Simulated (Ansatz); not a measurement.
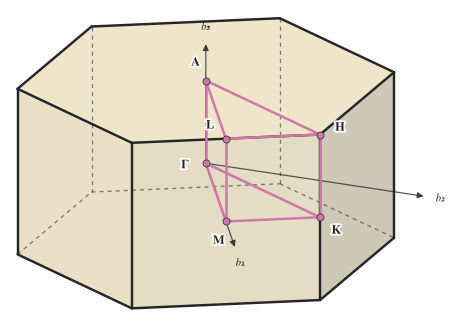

Crystal: BN, the input geometry of an electronic-structure calculation (not necessarily at equilibrium); the starting structure was generated, so it need not be a known form of this composition. The figure shows the first Brillouin zone with its special points and a band path. Symmetry computed with spglib at a tolerance of 0.002 Å; standard conventional cell.

Labels and path follow the convention of Hinuma et al. (2017), as computed by seekpath; the arrows show the directions of the reciprocal primitive vectors b₁, b₂, b₃.

### Which Bravais lattice has this zone?

A primitive hexagonal lattice (hP; extended symbol hP2). The zone is a hexagonal prism in its combinatorial type: 8 faces (6 with 4 edges, 2 with 6 edges), 18 edges, 12 vertices.

### In which order does the conventional band path visit the special points?

Γ–M–K–Γ–A–L–H–A | L–M | H–K
